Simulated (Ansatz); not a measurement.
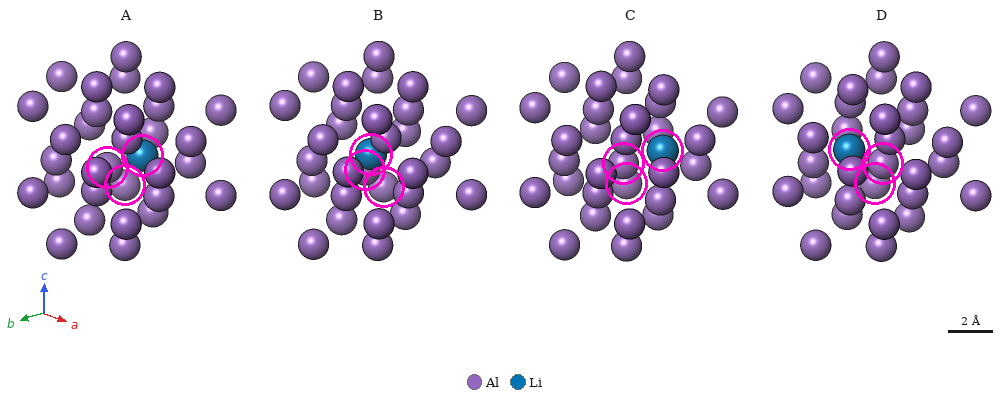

4 geometries from a converged minimum-energy path of Al with an interstitial Li (33 atoms in the cell), shuffled. Style: spheres-only. Shown: the atoms within 5.1 Å of the middle of the path, from a free direction. The atoms that move most are ringed.

Level of theory: Ansatz, DFT LDA, scalar-relativistic, plane waves, PAW. Run with plane-wave cutoff 420 eV; k-point mesh 3 × 3 × 3; Gaussian smearing 0.15 eV; 7 movable images; climbing image; force threshold 0.05 eV/Å; iteration limit 43; starting path by image-dependent pair potential.

> Which of them lies highest in energy?

B. In order along the path, whose images run from 0 to 8: C (image 0, 0.00 eV), A (image 2, +0.10 eV), B (image 4, +0.60 eV), D (image 8, 0.00 eV). The Li atom travels furthest, 3.00 Å from end to end, along [−1 1 0], on a path that bends up to 0.62 Å away from the straight line. At the highest image its nearest neighbour (Al) is 2.22 Å away, against 2.34 Å at the start, and the surrounding atoms stand up to 1.02 Å off the mean of their end positions.

Limits of the set-up: the periodic images lie only 8.1 Å apart, so the values are limited by the cell's size.

Cost: 33 min on 4 threads of Arm Neoverse V2, with other jobs on the host, peak memory 4.9 GiB.

PAW datasets: the set soft_1.
